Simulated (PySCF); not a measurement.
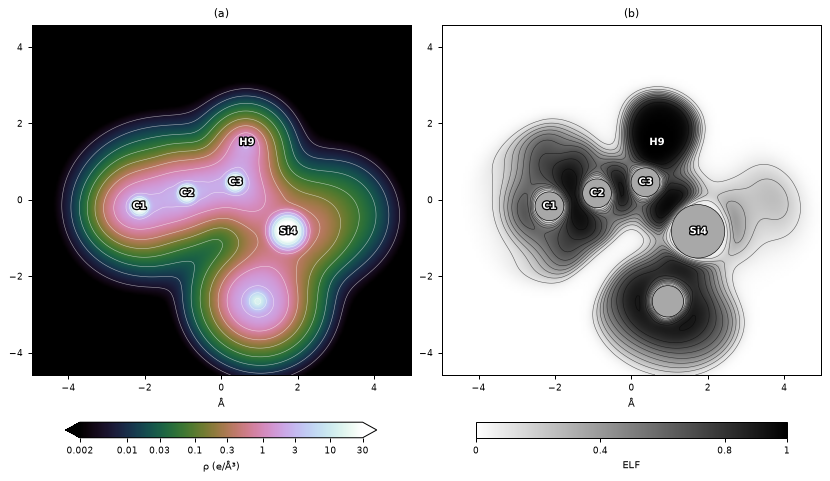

*C3H4Cl2Si (SMILES C=C=C[SiH](Cl)Cl). (a) electron density; (b) ELF on the plane of atoms Si4, C3 and H9. Grey discs cover the atomic cores in the ELF map.*

Geometry: GFN2-xTB.

All numbers below come from B3LYP/def2-SVPD, SCF density, gas phase (PySCF 2.14.0).

```tsv
atom	x (Å)	y (Å)	z (Å)
C	2.2104	0.2545	0.2167
C	1.0220	-0.2333	0.3502
C	-0.1924	-0.6864	0.4552
Si	-1.7016	0.1659	-0.2797
Cl	-2.7460	-1.1924	-1.3565
Cl	-1.1062	1.6764	-1.4767
H	2.6261	0.9378	0.9386
H	2.8423	-0.0105	-0.6146
H	-0.3598	-1.6091	0.9963
H	-2.5859	0.7019	0.7481
```

What does the map show?

Atoms in the plane: C, Si and H.
C–C (1.29 Å): ρ at the midpoint is about 2.4 e/Å³; the ELF peaks at about 0.90 between the atoms (a multiple bond).
C–Si (1.88 Å): ρ is about 0.94 e/Å³ halfway; the ELF peaks at about 0.95 between the atoms, as expected for a shared electron pair.
C–H (1.08 Å): the density is about 1.9 e/Å³ at the midpoint; the ELF climbs to about 1 towards the hydrogen, as it does in any bond to H; a covalent bond by its length.
The ELF also peaks beside Cl6, away from the bonds: lone-pair regions.
